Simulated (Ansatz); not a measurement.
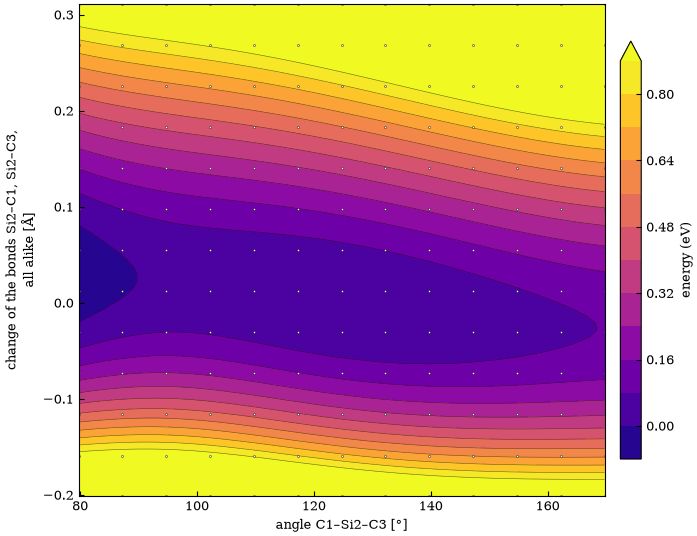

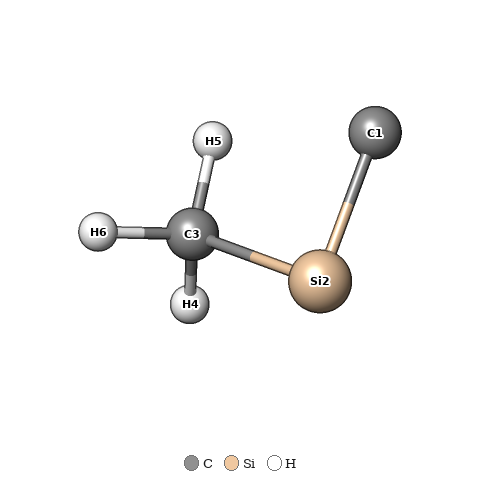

Energy landscape of C₂H₃Si, SMILES [C-]#[Si]C, charge −1. The first coordinate is: angle C1–Si2–C3; the second: change of the bonds Si2–C1, Si2–C3, all alike. Nothing is relaxed (all other coordinates rigid). Grid: 13 × 13 points. Points are written as (first, second). Energies: eV, counted from the relaxed molecule at the same level. Level of theory: Ansatz 0.2.0, RKS PBE0-D4/def2-TZVPD.

The picture shows filled contours, dots at the grid points, one colour for all values above the top of the scale. Between grid points the surface is interpolated. The second picture is the structure at the lowest point.

**Describe this landscape.**

The lowest grid point is at (79.7°, 0.012 Å), −0.047 eV from the relaxed molecule at the same level. It lies at the edge of the scanned range, so the true minimum may lie outside. There is a further well near (124.7°, 0.012 Å) (0.050 eV above the lowest at that grid point). The highest grid point, (169.7°, 0.311 Å), lies 1.80 eV above the lowest.

The input of one point:

```yaml
crystal:
  periodic: [false, false, false]
  atoms:
    - { symbol: C, position_ang: [1.135036, -1.873417, 0.43273] }
    - { symbol: Si, position_ang: [-0.428168, -1.142158, 0.559359] }
    - { symbol: C, position_ang: [0.570228, 0.313637, -0.273358] }
    - { symbol: H, position_ang: [0.109738, 0.593475, -1.225258] }
    - { symbol: H, position_ang: [1.607597, 0.02586, -0.456276] }
    - { symbol: H, position_ang: [0.558936, 1.197392, 0.371146] }
total_charge: -1
basis:
  gaussian: { orbitals: def2-TZVPD }
hamiltonian:
  xc: pbe0
  dispersion: d4
output:
  forces: true
```

Time for the 169 points that were run: 10 min on 1 thread of Arm Neoverse V2 (shared host).
